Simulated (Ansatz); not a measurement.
**Computed frozen-phonon scan: Cu (fcc, Cu type)**

Cu (fcc, Cu type)

```xyz
2
Lattice="0.0000 3.5790 3.5790 1.7895 0.0000 1.7895 1.7895 1.7895 0.0000" Properties=species:S:1:pos:R:3 pbc="T T T"
Cu     0.0000     0.0000     0.0000
Cu     1.7895     3.5790     1.7895
```

The atoms are displaced by Q × the pattern below (from a DFPT mode at L = (0.5, 0.0, 0.0), largest move 1; Q in Å), at fixed cell. It is one choice among 2 degenerate patterns. (q is in reciprocal vectors of the primitive cell; the cell shown is doubled to hold the pattern.)

```csv
atom,x,y,z
Cu1,0.285,-0.520,0.805
Cu2,-0.285,0.520,-0.805
```

Computed with r2SCAN (plane waves to 500 eV, PAW, scalar-relativistic; Ansatz, an electronic-structure program). k mesh 11×22×22 (Γ-centred), Fermi-Dirac smearing 0.05 eV. The energy includes the smearing's −TS. With partly filled bands, energies and forces of such displacements shift with the k mesh and the smearing. Cu is run without spin polarisation. Cu was relaxed with its symmetry unable to fall. The PAW data are Ansatz's earlier set. The zero of ΔE is the undisplaced structure.

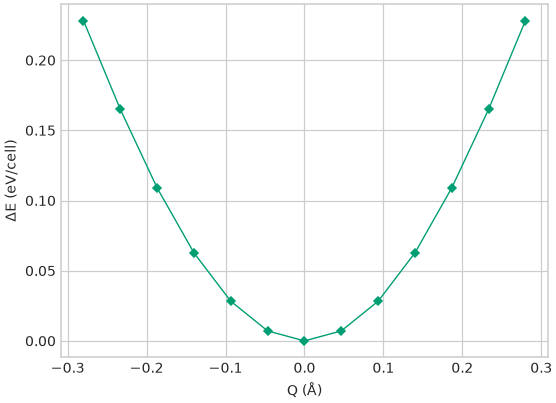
Figure. ΔE (eV/cell) against Q (Å); markers are the computed points, lines only join them.

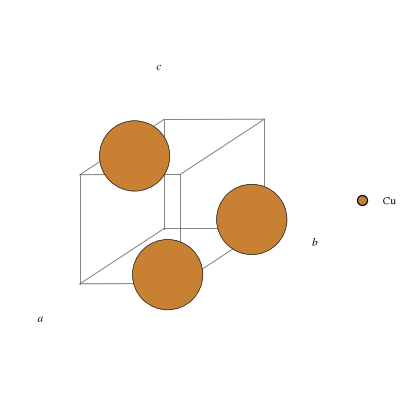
Figure. The cell of the calculation at Q = -0.280 Å.

The energy at Q = 0.280 Å is 228 meV/cell. Symmetry of the curve: even: the same for both signs. Space group of the distorted cell: P-1 (No. 2), lowered from Fm-3m. Harmonic wavenumber from the curvature (finite differences): 118 cm⁻¹. Wavenumber by perturbation theory (DFPT, on another k mesh): 118 cm⁻¹.

E″ = 6.55 eV/Å², M = Σ mᵢ|uᵢ|² = 127.1 u, ν̃ = 521.5·√(|E″|/M).

(For displaced atoms, the force is minus the slope of the energy, and its curvature is a force constant, which sets phonon frequencies.)
